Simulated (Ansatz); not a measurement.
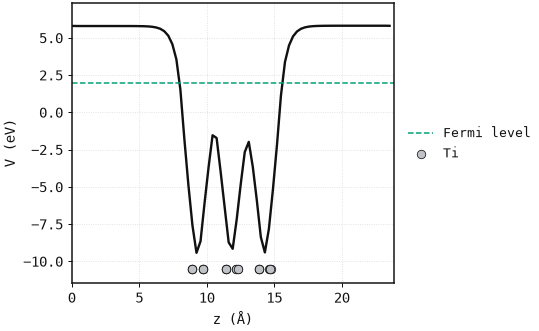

Plane-averaged electrostatic potential energy of an electron across the slab; circles at the bottom mark the heights of the atoms.

This input was run:

```
crystal:
  lattice:
    - [5.772929951, 0.0, 0.0]
    - [0.0, 9.1481646307, 0.0]
    - [0.0, 0.0, 23.8327546571]
  atoms:
    - { symbol: Ti, position: [0.5, 0.375, 0.3356724859] }
    - { symbol: Ti, position: [0.5, 0.875, 0.3356724859] }
    - { symbol: Ti, position: [0.0, 0.375, 0.3356724859] }
    - { symbol: Ti, position: [0.0, 0.875, 0.3356724859] }
    - { symbol: Ti, position: [0.75, 0.125, 0.3706349011] }
    - { symbol: Ti, position: [0.75, 0.625, 0.3706349011] }
    - { symbol: Ti, position: [0.25, 0.125, 0.3706349011] }
    - { symbol: Ti, position: [0.25, 0.625, 0.3706349011] }
    - { symbol: Ti, position: [0.75, 0.375, 0.4405597316] }
    - { symbol: Ti, position: [0.75, 0.875, 0.4405597316] }
    - { symbol: Ti, position: [0.25, 0.375, 0.4405597316] }
    - { symbol: Ti, position: [0.25, 0.875, 0.4405597316] }
    - { symbol: Ti, position: [-0.0035457965, 0.125049413, 0.4741911385] }
    - { symbol: Ti, position: [0.0002360535, 0.6249990641, 0.4777996747] }
    - { symbol: Ti, position: [0.5035136731, 0.1249546157, 0.4742054824] }
    - { symbol: Ti, position: [0.4996521303, 0.6249611242, 0.4777653276] }
    - { symbol: Ti, position: [-0.0032542607, 0.3728082586, 0.5431329291] }
    - { symbol: Ti, position: [-0.0030300825, 0.8770971626, 0.543109321] }
    - { symbol: Ti, position: [0.5033677527, 0.3727958702, 0.543129914] }
    - { symbol: Ti, position: [0.503373371, 0.8771304916, 0.5431323487] }
    - { symbol: Ti, position: [0.2493963546, 0.1249161967, 0.575483566] }
    - { symbol: Ti, position: [0.2501031218, 0.6246773049, 0.5773637208] }
    - { symbol: Ti, position: [0.7500339329, 0.1246119326, 0.5815199865] }
    - { symbol: Ti, position: [0.7499380796, 0.6249118436, 0.5789437] }
basis:
  ecutwfc: 420
kpoints:
  mp_grid: { grid: [3, 2, 1] }
hamiltonian:
  xc: pbe
  dispersion: d3bj
scf:
  occupations: { method: gaussian, width: 0.1 }
output:
  forces: true
  eigenvalues: true
  write_density: true
  volumetric_format: npy
efield:
  axis: 3
  dipole_correction: true
  ramp_width: 0.04
```

Launched with:
```bash
ansatz run input.yaml --threads 4 --pin off --max-ram 10240MiB --backend cpu --events-out ev --progress --plain --runs-dir out
```

Read off the work function of each face.

Answer. The work function is 3.85 eV, the same on both faces. The two vacuum levels agree, so the slab has no net dipole along its normal.

How thick are slab and vacuum?

Answer. The outermost atoms are 5.9 Å apart, which leaves 18.0 Å of vacuum in a cell 23.8 Å high.

The atoms aren't at rest in this cell (largest force 0.5 eV/Å), so the relaxed material can differ.
